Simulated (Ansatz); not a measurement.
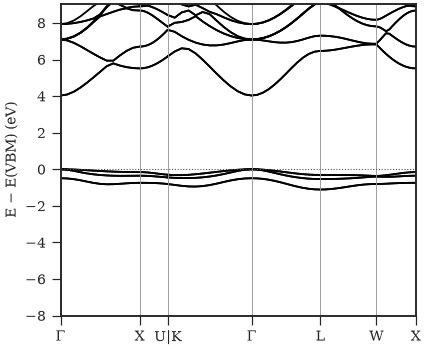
Figure: Band structure from DFT-PBE with spin–orbit coupling in the program Ansatz with PAW potentials

Problem. Read off the gap and where the band edges lie.

Solution. About 4.0 eV (4.03 eV by a search for the band edges); maximum at Γ, minimum at Γ.

The material is RbBr (rock salt, Fm-3m).

The PBE relaxation kept the symmetry of its start; phonons on a q-mesh show no instability.

Potentials: the later of the program's two PAW sets.
